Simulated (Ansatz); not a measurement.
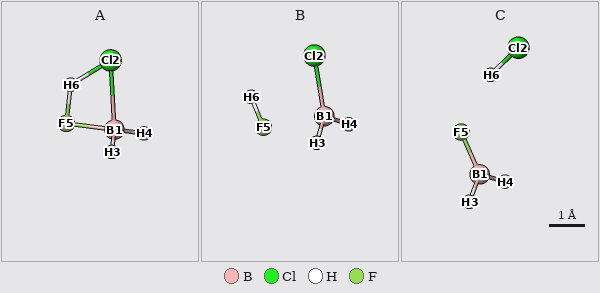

3 geometries from a converged minimum-energy path of BH3ClF, shuffled. Style: ball-and-stick. Shown at a tilt.

Theory: RKS B3LYP-D4/6-31G* in Ansatz 0.2.0. Run with 9 movable images; climbing image; force threshold 0.05 eV/Å; iteration limit 60; starting path through a guess of the saddle point.

**One of them is the converged climbing image. Which?**

A. In order along the path, whose images run from 0 to 10: B (image 0, 0.00 eV), A (image 2, +0.38 eV), C (image 9, −0.64 eV). Breaking: B1–Cl2 (1.81 → 2.06 at the top → 4.37 Å), F5–H6 (0.95 → 1.19 at the top → 2.04 Å). Forming: B1–F5 (2.03 → 1.54 at the top → 1.33 Å), Cl2–H6 (2.52 → 1.56 at the top → 1.29 Å).

Cost: 3.8 min on 1 thread of Arm Neoverse V1, with other jobs on the host, peak memory 0.1 GiB.
